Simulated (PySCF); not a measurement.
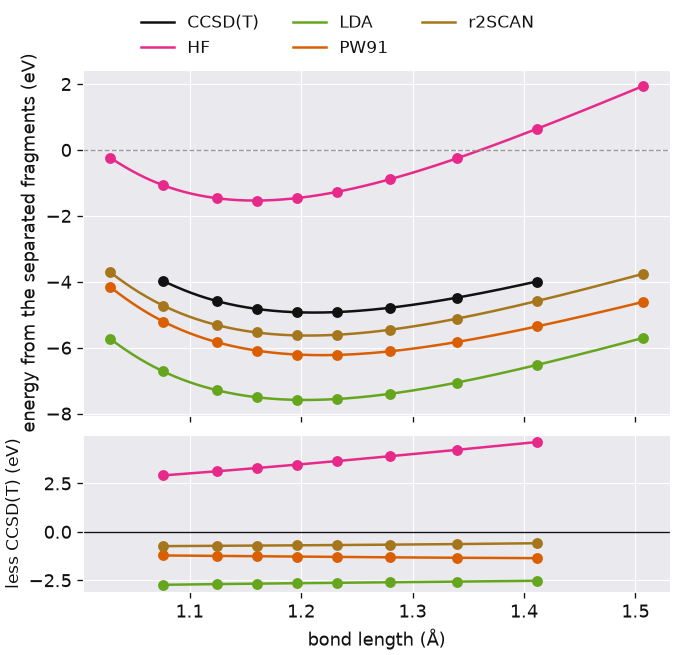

Bond curves of O₂, triplet (excess alpha electrons: πx +1, πy +1), def2-TZVPP (non-relativistic), PySCF 2.14.0: energy from the separated fragments (atoms in their ground configurations, no counterpoise). One reference determinant with the occupation held, the lowest that a PBE0 search over spins and occupations found; no spin-orbit coupling. Splines pass through the computed points, which are marked. References: UKS for r2SCAN, LDA and PW91; UHF for HF and CCSD(T). Spin contamination grows along the curve for HF. Where a curve rises through zero (HF), the held determinant is heading for a higher limit than these fragments.

Q: Which curve follows CCSD(T) best, and which worst?

A: Best r2SCAN, worst HF; largest departures, offsets in depth included: r2SCAN 0.74, PW91 1.36, LDA 2.74, HF 4.63 eV, over the shared points. CCSD(T) is in the same finite basis, not at its limit.

Q: Where is the minimum of each curve?

A: CCSD(T): near 1.21 Å, −4.94 eV; HF: near 1.16 Å, −1.54 eV; LDA: near 1.20 Å, −7.59 eV; PW91: near 1.22 Å, −6.23 eV; r2SCAN: near 1.21 Å, −5.63 eV (from the spline).

Q: Order the curves at 1.41 Å.

A: LDA −6.53, PW91 −5.36, r2SCAN −4.59, CCSD(T) −3.99, HF 0.63 eV, from lowest to highest.

Limits of at least one run: lowest determinant of a PBE0 search, another state may lie lower.
